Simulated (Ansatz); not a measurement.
# H2O2 (triplet): wB97M-V, B2PLYP over a scan of the distance O1–H3 along a hydrogen transfer, cc-pVDZ, part 1 of 2

Aim: run H2O2 (triplet) with these functionals over a scan of the distance O1–H3 along a hydrogen transfer, and hold them against the top wave-function level at the same points.

The runs use Ansatz 0.2.0, Gaussian basis; cc-pVDZ, all electrons in the functionals, frozen cores in the correlation of double hybrids and RPA.

To be run: wB97M-V, B2PLYP, at 0.892 Å; 0.960 Å; 1.000 Å; 1.040 Å; 1.080 Å; 1.120 Å; 1.161 Å; 1.201 Å; 1.241 Å.

7 further runs of the same task are left out: 7 that didn't finish.

## (1) The geometry

The geometry derives from fragments relaxed apart (PBE0/def2-TZVP) and kept rigid, so it is no stationary point. A hydrogen atom is moved between rigid fragments.

4 atoms, charge 0, spin multiplicity 3.

Atoms are counted from 1 here; the program's logs count them from 0.

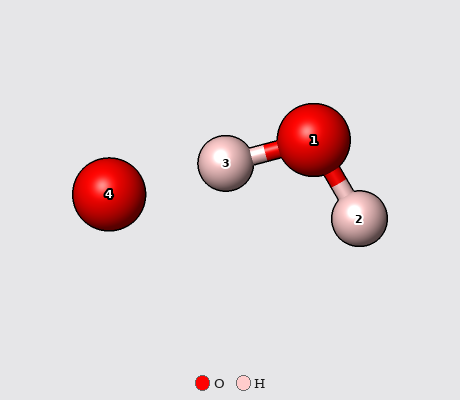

The geometry (oxygen red, hydrogen pink); atoms are numbered from 1 in the order of the file.

No dispersion term is added; wB97M-V holds VV10 nonlocal correlation.

The geometry shown and the zero of energy belong to the point 0.960 Å. The yardstick, UCCSDT(Q), and other wave-function levels (R restricted, U unrestricted, valence and pair active spaces) come from earlier runs.

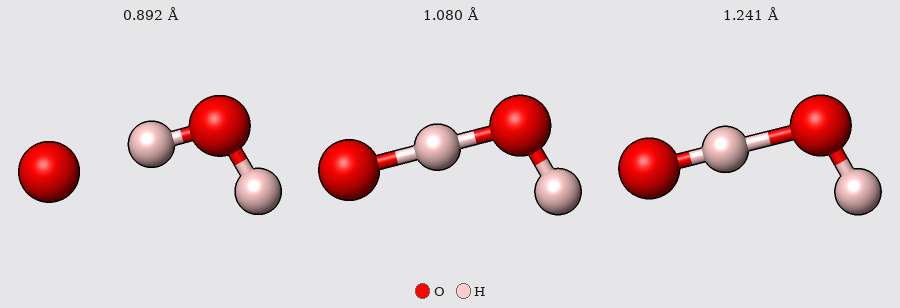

Three points of the scan; sticks are drawn by distance.

## (2) wB97M-V, 0.892 Å

Contents of in.yaml:

```yaml
crystal:
  periodic: [false, false, false]
  atoms:
    - {symbol: O, position_ang: [-1.068434, -0.027457, 0.000000]}
    - {symbol: H, position_ang: [-1.317744, 0.899119, 0.000000]}
    - {symbol: H, position_ang: [-0.176434, -0.027457, 0.000000]}
    - {symbol: O, position_ang: [1.162566, -0.027457, 0.000000]}
basis:
  gaussian: {orbitals: cc-pVDZ}
magnetization: {spin_polarized: true, initial_magnetization: 2}
hamiltonian: {xc: {name: wB97M-V}}
output: {forces: true, orbitals: {seedname: orbitals}}
```

Run with:

```bash
$ ansatz run in.yaml --threads 1 --pin off --events-out ev --progress --plain --max-ram 2393MiB
```

The log of the run, cut to the lines that bear on the results:

```text
Functional definition: wB97M-V
  name "wB97M-V"
  cite "Mardirossian & Head-Gordon, J. Chem. Phys. 144, 214110 (2016) doi:10.1063/1.4952647"
  cite "Becke, J. Chem. Phys. 107, 8554 (1997) doi:10.1063/1.475007"
  cite "Vydrov & Van Voorhis, J. Chem. Phys. 133, 244103 (2010) doi:10.1063/1.3521275"
  # Of w^i u^j: cxij and so on, Table III.
[...]
  gx(w, u) = 1 - cx + cx01*u + cx10*w
  gss(w, u) = css00 + css04*u^4 + css10*w + css20*w^2 + css43*w^4*u^3
  gos(w, u) = cos00 + cos10*w + (cos20 + cos21*u)*w^2 + (cos60 + cos61*u)*w^6
[...]
      + integral(e_c_pw_mod_opposite_spin*gos(b97_w_opposite, b97_u_opposite)) + vv10(b, c)
341 factors; integrals over basis functions are off by at most 1.4e-3 eV
90 factors; integrals over basis functions are off by at most 5.9e-5 eV
[...]
mean field -4120.16435949 eV, -151.4132474634 hartree, gradient 2.7e-6 eV, S^2 2.004389; 3 other end points of the search recorded, 0 dependent functions left out
[...]
reference -4120.16437657 eV, -151.4132480910 hartree; 10, 8 occupied and 28, 30 virtual orbitals, 341 factors
Total energy: -4120.16437657 eV, -151.4132480910 hartree
Atom 0 at    -1.068434    -0.027457     0.000000 Å, force    -6.556620    -0.192263    -0.000000 eV/Å
Atom 1 at    -1.317744     0.899119     0.000000 Å, force    -0.078411     0.396966     0.000000 eV/Å
Atom 2 at    -0.176434    -0.027457     0.000000 Å, force     4.377535    -0.360723    -0.000000 eV/Å
Atom 3 at     1.162566    -0.027457     0.000000 Å, force     2.257496     0.156019    -0.000000 eV/Å
Dipole moment:     0.115693     0.319259    -0.000000 e Å
```

It took 8.5 s on 1 thread of Arm Neoverse V1, shared host.

From the report: ⟨S²⟩ of the determinant 2.004 (pure triplet: 2.00).

## (3) wB97M-V, 0.960 Å

Contents of in.yaml:

```yaml
crystal:
  periodic: [false, false, false]
  atoms:
    - {symbol: O, position_ang: [-1.070435, -0.027457, 0.000000]}
    - {symbol: H, position_ang: [-1.319745, 0.899119, 0.000000]}
    - {symbol: H, position_ang: [-0.110906, -0.027457, 0.000000]}
    - {symbol: O, position_ang: [1.160565, -0.027457, 0.000000]}
basis:
  gaussian: {orbitals: cc-pVDZ}
magnetization: {spin_polarized: true, initial_magnetization: 2}
hamiltonian: {xc: {name: wB97M-V}}
output: {forces: true, orbitals: {seedname: orbitals}}
```

Same command.

The log of the run, cut to the lines that bear on the results:

```text
Functional definition: wB97M-V
  name "wB97M-V"
  cite "Mardirossian & Head-Gordon, J. Chem. Phys. 144, 214110 (2016) doi:10.1063/1.4952647"
  cite "Becke, J. Chem. Phys. 107, 8554 (1997) doi:10.1063/1.475007"
  cite "Vydrov & Van Voorhis, J. Chem. Phys. 133, 244103 (2010) doi:10.1063/1.3521275"
  # Of w^i u^j: cxij and so on, Table III.
[...]
  gx(w, u) = 1 - cx + cx01*u + cx10*w
  gss(w, u) = css00 + css04*u^4 + css10*w + css20*w^2 + css43*w^4*u^3
  gos(w, u) = cos00 + cos10*w + (cos20 + cos21*u)*w^2 + (cos60 + cos61*u)*w^6
[...]
      + integral(e_c_pw_mod_opposite_spin*gos(b97_w_opposite, b97_u_opposite)) + vv10(b, c)
343 factors; integrals over basis functions are off by at most 1.4e-3 eV
90 factors; integrals over basis functions are off by at most 5.8e-5 eV
[...]
mean field -4120.31573110 eV, -151.4188102675 hartree, gradient 2.4e-6 eV, S^2 2.005843; 3 other end points of the search recorded, 0 dependent functions left out
[...]
reference -4120.31574815 eV, -151.4188108943 hartree; 10, 8 occupied and 28, 30 virtual orbitals, 343 factors
Total energy: -4120.31574815 eV, -151.4188108943 hartree
Atom 0 at    -1.070435    -0.027457     0.000000 Å, force    -2.711914    -0.336412     0.000000 eV/Å
Atom 1 at    -1.319745     0.899119     0.000000 Å, force    -0.032641     0.501606     0.000000 eV/Å
Atom 2 at    -0.110906    -0.027457     0.000000 Å, force     0.531254    -0.364428    -0.000000 eV/Å
Atom 3 at     1.160565    -0.027457     0.000000 Å, force     2.213301     0.199233     0.000000 eV/Å
Dipole moment:     0.075535     0.316918    -0.000000 e Å
```

Run time: 8 s. Hardware: 1 thread of Arm Neoverse V1, shared host.

From the report: ⟨S²⟩ of the determinant 2.006 (pure triplet: 2.00).

## (4) wB97M-V, 1.000 Å

Contents of in.yaml:

```yaml
crystal:
  periodic: [false, false, false]
  atoms:
    - {symbol: O, position_ang: [-1.071635, -0.027457, 0.000000]}
    - {symbol: H, position_ang: [-1.320944, 0.899119, 0.000000]}
    - {symbol: H, position_ang: [-0.071635, -0.027457, 0.000000]}
    - {symbol: O, position_ang: [1.159365, -0.027457, 0.000000]}
basis:
  gaussian: {orbitals: cc-pVDZ}
magnetization: {spin_polarized: true, initial_magnetization: 2}
hamiltonian: {xc: {name: wB97M-V}}
output: {forces: true, orbitals: {seedname: orbitals}}
```

The command is unchanged.

The log of the run, cut to the lines that bear on the results:

```text
Functional definition: wB97M-V
  name "wB97M-V"
  cite "Mardirossian & Head-Gordon, J. Chem. Phys. 144, 214110 (2016) doi:10.1063/1.4952647"
  cite "Becke, J. Chem. Phys. 107, 8554 (1997) doi:10.1063/1.475007"
  cite "Vydrov & Van Voorhis, J. Chem. Phys. 133, 244103 (2010) doi:10.1063/1.3521275"
  # Of w^i u^j: cxij and so on, Table III.
[...]
  gx(w, u) = 1 - cx + cx01*u + cx10*w
  gss(w, u) = css00 + css04*u^4 + css10*w + css20*w^2 + css43*w^4*u^3
  gos(w, u) = cos00 + cos10*w + (cos20 + cos21*u)*w^2 + (cos60 + cos61*u)*w^6
[...]
      + integral(e_c_pw_mod_opposite_spin*gos(b97_w_opposite, b97_u_opposite)) + vv10(b, c)
343 factors; integrals over basis functions are off by at most 1.5e-3 eV
90 factors; integrals over basis functions are off by at most 5.8e-5 eV
[...]
mean field -4120.31021542 eV, -151.4186075701 hartree, gradient 2.6e-6 eV, S^2 2.007000; 3 other end points of the search recorded, 0 dependent functions left out
[...]
reference -4120.31023247 eV, -151.4186081967 hartree; 10, 8 occupied and 28, 30 virtual orbitals, 343 factors
Total energy: -4120.31023247 eV, -151.4186081967 hartree
Atom 0 at    -1.071635    -0.027457     0.000000 Å, force    -1.398744    -0.414209     0.000000 eV/Å
Atom 1 at    -1.320944     0.899119     0.000000 Å, force    -0.017720     0.569326    -0.000000 eV/Å
Atom 2 at    -0.071635    -0.027457     0.000000 Å, force    -0.687574    -0.383092    -0.000000 eV/Å
Atom 3 at     1.159365    -0.027457     0.000000 Å, force     2.104037     0.227974     0.000000 eV/Å
Dipole moment:     0.039954     0.316280    -0.000000 e Å
```

Wall time 7.5 s (1 thread of Arm Neoverse V1, shared host).

From the report: ⟨S²⟩ of the determinant 2.007 (pure triplet: 2.00).

From 0.960 Å: +0.5 kJ/mol.

## (5) wB97M-V, 1.040 Å

Contents of in.yaml:

```yaml
crystal:
  periodic: [false, false, false]
  atoms:
    - {symbol: O, position_ang: [-1.072820, -0.027457, 0.000000]}
    - {symbol: H, position_ang: [-1.322130, 0.899119, 0.000000]}
    - {symbol: H, position_ang: [-0.032820, -0.027457, 0.000000]}
    - {symbol: O, position_ang: [1.158180, -0.027457, 0.000000]}
basis:
  gaussian: {orbitals: cc-pVDZ}
magnetization: {spin_polarized: true, initial_magnetization: 2}
hamiltonian: {xc: {name: wB97M-V}}
output: {orbitals: {seedname: orbitals}}
```

Same command.

The log of the run, cut to the lines that bear on the results:

```text
Functional definition: wB97M-V
  name "wB97M-V"
  cite "Mardirossian & Head-Gordon, J. Chem. Phys. 144, 214110 (2016) doi:10.1063/1.4952647"
  cite "Becke, J. Chem. Phys. 107, 8554 (1997) doi:10.1063/1.475007"
  cite "Vydrov & Van Voorhis, J. Chem. Phys. 133, 244103 (2010) doi:10.1063/1.3521275"
  # Of w^i u^j: cxij and so on, Table III.
[...]
  gx(w, u) = 1 - cx + cx01*u + cx10*w
  gss(w, u) = css00 + css04*u^4 + css10*w + css20*w^2 + css43*w^4*u^3
  gos(w, u) = cos00 + cos10*w + (cos20 + cos21*u)*w^2 + (cos60 + cos61*u)*w^6
[...]
      + integral(e_c_pw_mod_opposite_spin*gos(b97_w_opposite, b97_u_opposite)) + vv10(b, c)
344 factors; integrals over basis functions are off by at most 1.6e-3 eV
90 factors; integrals over basis functions are off by at most 5.8e-5 eV
[...]
mean field -4120.26902737 eV, -151.4170939373 hartree, gradient 9.7e-6 eV, S^2 2.008212; 4 other end points of the search recorded, 0 dependent functions left out
reference -4120.26904442 eV, -151.4170945637 hartree; 10, 8 occupied and 28, 30 virtual orbitals, 344 factors
Total energy: -4120.26904442 eV, -151.4170945637 hartree
```

It took 7.5 s on 1 thread of Arm Neoverse V1, shared host.

From the report: ⟨S²⟩ of the determinant 2.008 (pure triplet: 2.00).

From 0.960 Å: +4.5 kJ/mol.

## (6) wB97M-V, 1.080 Å

Contents of in.yaml:

```yaml
crystal:
  periodic: [false, false, false]
  atoms:
    - {symbol: O, position_ang: [-1.074005, -0.027457, 0.000000]}
    - {symbol: H, position_ang: [-1.323315, 0.899119, 0.000000]}
    - {symbol: H, position_ang: [0.005995, -0.027457, 0.000000]}
    - {symbol: O, position_ang: [1.156995, -0.027457, 0.000000]}
basis:
  gaussian: {orbitals: cc-pVDZ}
magnetization: {spin_polarized: true, initial_magnetization: 2}
hamiltonian: {xc: {name: wB97M-V}}
output: {forces: true, orbitals: {seedname: orbitals}}
```

Same command.

The log of the run, cut to the lines that bear on the results:

```text
Functional definition: wB97M-V
  name "wB97M-V"
  cite "Mardirossian & Head-Gordon, J. Chem. Phys. 144, 214110 (2016) doi:10.1063/1.4952647"
  cite "Becke, J. Chem. Phys. 107, 8554 (1997) doi:10.1063/1.475007"
  cite "Vydrov & Van Voorhis, J. Chem. Phys. 133, 244103 (2010) doi:10.1063/1.3521275"
  # Of w^i u^j: cxij and so on, Table III.
[...]
  gx(w, u) = 1 - cx + cx01*u + cx10*w
  gss(w, u) = css00 + css04*u^4 + css10*w + css20*w^2 + css43*w^4*u^3
  gos(w, u) = cos00 + cos10*w + (cos20 + cos21*u)*w^2 + (cos60 + cos61*u)*w^6
[...]
      + integral(e_c_pw_mod_opposite_spin*gos(b97_w_opposite, b97_u_opposite)) + vv10(b, c)
344 factors; integrals over basis functions are off by at most 1.6e-3 eV
90 factors; integrals over basis functions are off by at most 5.8e-5 eV
[...]
mean field -4120.21331517 eV, -151.4150465516 hartree, gradient 3.1e-6 eV, S^2 2.009239; 4 other end points of the search recorded, 0 dependent functions left out
[...]
reference -4120.21333220 eV, -151.4150471775 hartree; 10, 8 occupied and 28, 30 virtual orbitals, 344 factors
Total energy: -4120.21333220 eV, -151.4150471775 hartree
Atom 0 at    -1.074005    -0.027457     0.000000 Å, force    -0.332712    -0.547064    -0.000000 eV/Å
Atom 1 at    -1.323315     0.899119     0.000000 Å, force    -0.025920     0.709297     0.000000 eV/Å
Atom 2 at     0.005995    -0.027457     0.000000 Å, force    -1.443720    -0.447227     0.000000 eV/Å
Atom 3 at     1.156995    -0.027457     0.000000 Å, force     1.802352     0.284994    -0.000000 eV/Å
Dipole moment:    -0.057711     0.316937    -0.000000 e Å
```

Wall time 8.5 s (1 thread of Arm Neoverse V1, shared host).

From the report: ⟨S²⟩ of the determinant 2.009 (pure triplet: 2.00).

From 0.960 Å: +9.9 kJ/mol.

## (7) wB97M-V, 1.120 Å

Contents of in.yaml:

```yaml
crystal:
  periodic: [false, false, false]
  atoms:
    - {symbol: O, position_ang: [-1.075191, -0.027457, 0.000000]}
    - {symbol: H, position_ang: [-1.324500, 0.899119, 0.000000]}
    - {symbol: H, position_ang: [0.044809, -0.027457, 0.000000]}
    - {symbol: O, position_ang: [1.155809, -0.027457, 0.000000]}
basis:
  gaussian: {orbitals: cc-pVDZ}
magnetization: {spin_polarized: true, initial_magnetization: 2}
hamiltonian: {xc: {name: wB97M-V}}
output: {orbitals: {seedname: orbitals}}
```

Same command.

The log of the run, cut to the lines that bear on the results:

```text
Functional definition: wB97M-V
  name "wB97M-V"
  cite "Mardirossian & Head-Gordon, J. Chem. Phys. 144, 214110 (2016) doi:10.1063/1.4952647"
  cite "Becke, J. Chem. Phys. 107, 8554 (1997) doi:10.1063/1.475007"
  cite "Vydrov & Van Voorhis, J. Chem. Phys. 133, 244103 (2010) doi:10.1063/1.3521275"
  # Of w^i u^j: cxij and so on, Table III.
[...]
  gx(w, u) = 1 - cx + cx01*u + cx10*w
  gss(w, u) = css00 + css04*u^4 + css10*w + css20*w^2 + css43*w^4*u^3
  gos(w, u) = cos00 + cos10*w + (cos20 + cos21*u)*w^2 + (cos60 + cos61*u)*w^6
[...]
      + integral(e_c_pw_mod_opposite_spin*gos(b97_w_opposite, b97_u_opposite)) + vv10(b, c)
344 factors; integrals over basis functions are off by at most 1.6e-3 eV
90 factors; integrals over basis functions are off by at most 5.7e-5 eV
[...]
mean field -4120.15676837 eV, -151.4129684950 hartree, gradient 6.3e-6 eV, S^2 2.009794; 5 other end points of the search recorded, 0 dependent functions left out
reference -4120.15678537 eV, -151.4129691199 hartree; 10, 8 occupied and 28, 30 virtual orbitals, 344 factors
Total energy: -4120.15678537 eV, -151.4129691199 hartree
```

It took 8 s on 1 thread of Arm Neoverse V1, shared host.

From the report: ⟨S²⟩ of the determinant 2.010 (pure triplet: 2.00).

From 0.960 Å: +15.3 kJ/mol.

## (8) wB97M-V, 1.161 Å

Contents of in.yaml:

```yaml
crystal:
  periodic: [false, false, false]
  atoms:
    - {symbol: O, position_ang: [-1.076406, -0.027457, 0.000000]}
    - {symbol: H, position_ang: [-1.325715, 0.899119, 0.000000]}
    - {symbol: H, position_ang: [0.084594, -0.027457, 0.000000]}
    - {symbol: O, position_ang: [1.154594, -0.027457, 0.000000]}
basis:
  gaussian: {orbitals: cc-pVDZ}
magnetization: {spin_polarized: true, initial_magnetization: 2}
hamiltonian: {xc: {name: wB97M-V}}
output: {forces: true, orbitals: {seedname: orbitals}}
```

Same command.

The log of the run, cut to the lines that bear on the results:

```text
Functional definition: wB97M-V
  name "wB97M-V"
  cite "Mardirossian & Head-Gordon, J. Chem. Phys. 144, 214110 (2016) doi:10.1063/1.4952647"
  cite "Becke, J. Chem. Phys. 107, 8554 (1997) doi:10.1063/1.475007"
  cite "Vydrov & Van Voorhis, J. Chem. Phys. 133, 244103 (2010) doi:10.1063/1.3521275"
  # Of w^i u^j: cxij and so on, Table III.
[...]
  gx(w, u) = 1 - cx + cx01*u + cx10*w
  gss(w, u) = css00 + css04*u^4 + css10*w + css20*w^2 + css43*w^4*u^3
  gos(w, u) = cos00 + cos10*w + (cos20 + cos21*u)*w^2 + (cos60 + cos61*u)*w^6
[...]
      + integral(e_c_pw_mod_opposite_spin*gos(b97_w_opposite, b97_u_opposite)) + vv10(b, c)
344 factors; integrals over basis functions are off by at most 1.6e-3 eV
90 factors; integrals over basis functions are off by at most 5.7e-5 eV
[...]
mean field -4120.10344773 eV, -151.4110089975 hartree, gradient 1.8e-6 eV, S^2 2.009699; 4 other end points of the search recorded, 0 dependent functions left out
[...]
reference -4120.10346470 eV, -151.4110096212 hartree; 10, 8 occupied and 28, 30 virtual orbitals, 344 factors
Total energy: -4120.10346470 eV, -151.4110096212 hartree
Atom 0 at    -1.076406    -0.027457     0.000000 Å, force    -0.496102    -0.648311    -0.000000 eV/Å
Atom 1 at    -1.325715     0.899119     0.000000 Å, force    -0.086041     0.841298     0.000000 eV/Å
Atom 2 at     0.084594    -0.027457     0.000000 Å, force    -1.256849    -0.523900    -0.000000 eV/Å
Atom 3 at     1.154594    -0.027457     0.000000 Å, force     1.838991     0.330913    -0.000000 eV/Å
Dipole moment:    -0.178331     0.319723     0.000000 e Å
```

Run time: 8 s. Hardware: 1 thread of Arm Neoverse V1, shared host.

From the report: ⟨S²⟩ of the determinant 2.010 (pure triplet: 2.00).

From 0.960 Å: +20.5 kJ/mol.

## (9) wB97M-V, 1.201 Å

Contents of in.yaml:

```yaml
crystal:
  periodic: [false, false, false]
  atoms:
    - {symbol: O, position_ang: [-1.077591, -0.027457, 0.000000]}
    - {symbol: H, position_ang: [-1.326900, 0.899119, 0.000000]}
    - {symbol: H, position_ang: [0.123409, -0.027457, 0.000000]}
    - {symbol: O, position_ang: [1.153409, -0.027457, 0.000000]}
basis:
  gaussian: {orbitals: cc-pVDZ}
magnetization: {spin_polarized: true, initial_magnetization: 2}
hamiltonian: {xc: {name: wB97M-V}}
output: {forces: true, orbitals: {seedname: orbitals}}
```

The command is unchanged.

The log of the run, cut to the lines that bear on the results:

```text
Functional definition: wB97M-V
  name "wB97M-V"
  cite "Mardirossian & Head-Gordon, J. Chem. Phys. 144, 214110 (2016) doi:10.1063/1.4952647"
  cite "Becke, J. Chem. Phys. 107, 8554 (1997) doi:10.1063/1.475007"
  cite "Vydrov & Van Voorhis, J. Chem. Phys. 133, 244103 (2010) doi:10.1063/1.3521275"
  # Of w^i u^j: cxij and so on, Table III.
[...]
  gx(w, u) = 1 - cx + cx01*u + cx10*w
  gss(w, u) = css00 + css04*u^4 + css10*w + css20*w^2 + css43*w^4*u^3
  gos(w, u) = cos00 + cos10*w + (cos20 + cos21*u)*w^2 + (cos60 + cos61*u)*w^6
[...]
      + integral(e_c_pw_mod_opposite_spin*gos(b97_w_opposite, b97_u_opposite)) + vv10(b, c)
343 factors; integrals over basis functions are off by at most 1.5e-3 eV
90 factors; integrals over basis functions are off by at most 5.7e-5 eV
[...]
mean field -4120.05200803 eV, -151.4091186237 hartree, gradient 8.3e-6 eV, S^2 2.009018; 4 other end points of the search recorded, 0 dependent functions left out
[...]
reference -4120.05202498 eV, -151.4091192465 hartree; 10, 8 occupied and 28, 30 virtual orbitals, 343 factors
Total energy: -4120.05202498 eV, -151.4091192465 hartree
Atom 0 at    -1.077591    -0.027457     0.000000 Å, force    -0.755553    -0.685405    -0.000000 eV/Å
Atom 1 at    -1.326900     0.899119     0.000000 Å, force    -0.128304     0.895114     0.000000 eV/Å
Atom 2 at     0.123409    -0.027457     0.000000 Å, force    -1.369314    -0.555475     0.000000 eV/Å
Atom 3 at     1.153409    -0.027457     0.000000 Å, force     2.253171     0.345766    -0.000000 eV/Å
Dipole moment:    -0.235413     0.321468    -0.000000 e Å
```

Run time: 7.5 s. Hardware: 1 thread of Arm Neoverse V1, shared host.

From the report: ⟨S²⟩ of the determinant 2.009 (pure triplet: 2.00).

From 0.960 Å: +25.4 kJ/mol.

## (10) wB97M-V, 1.241 Å

Contents of in.yaml:

```yaml
crystal:
  periodic: [false, false, false]
  atoms:
    - {symbol: O, position_ang: [-1.078776, -0.027457, 0.000000]}
    - {symbol: H, position_ang: [-1.328086, 0.899119, 0.000000]}
    - {symbol: H, position_ang: [0.162224, -0.027457, 0.000000]}
    - {symbol: O, position_ang: [1.152224, -0.027457, 0.000000]}
basis:
  gaussian: {orbitals: cc-pVDZ}
magnetization: {spin_polarized: true, initial_magnetization: 2}
hamiltonian: {xc: {name: wB97M-V}}
output: {forces: true, orbitals: {seedname: orbitals}}
```

The command is unchanged.

The log of the run, cut to the lines that bear on the results:

```text
Functional definition: wB97M-V
  name "wB97M-V"
  cite "Mardirossian & Head-Gordon, J. Chem. Phys. 144, 214110 (2016) doi:10.1063/1.4952647"
  cite "Becke, J. Chem. Phys. 107, 8554 (1997) doi:10.1063/1.475007"
  cite "Vydrov & Van Voorhis, J. Chem. Phys. 133, 244103 (2010) doi:10.1063/1.3521275"
  # Of w^i u^j: cxij and so on, Table III.
[...]
  gx(w, u) = 1 - cx + cx01*u + cx10*w
  gss(w, u) = css00 + css04*u^4 + css10*w + css20*w^2 + css43*w^4*u^3
  gos(w, u) = cos00 + cos10*w + (cos20 + cos21*u)*w^2 + (cos60 + cos61*u)*w^6
[...]
      + integral(e_c_pw_mod_opposite_spin*gos(b97_w_opposite, b97_u_opposite)) + vv10(b, c)
343 factors; integrals over basis functions are off by at most 1.4e-3 eV
90 factors; integrals over basis functions are off by at most 5.7e-5 eV
[...]
mean field -4119.98817495 eV, -151.4067728011 hartree, gradient 8.9e-6 eV, S^2 2.007995; 4 other end points of the search recorded, 0 dependent functions left out
[...]
reference -4119.98819189 eV, -151.4067734235 hartree; 10, 8 occupied and 28, 30 virtual orbitals, 343 factors
Total energy: -4119.98819189 eV, -151.4067734235 hartree
Atom 0 at    -1.078776    -0.027457     0.000000 Å, force    -1.017616    -0.715060    -0.000000 eV/Å
Atom 1 at    -1.328086     0.899119     0.000000 Å, force    -0.173114     0.939021     0.000000 eV/Å
Atom 2 at     0.162224    -0.027457     0.000000 Å, force    -1.910555    -0.579154    -0.000000 eV/Å
Atom 3 at     1.152224    -0.027457     0.000000 Å, force     3.101285     0.355193    -0.000000 eV/Å
Dipole moment:    -0.285605     0.323212     0.000000 e Å
```

Run time: 8 s. Hardware: 1 thread of Arm Neoverse V1, shared host.

From the report: ⟨S²⟩ of the determinant 2.008 (pure triplet: 2.00).

From 0.960 Å: +31.6 kJ/mol.

(Continued in part 2 of 2.)
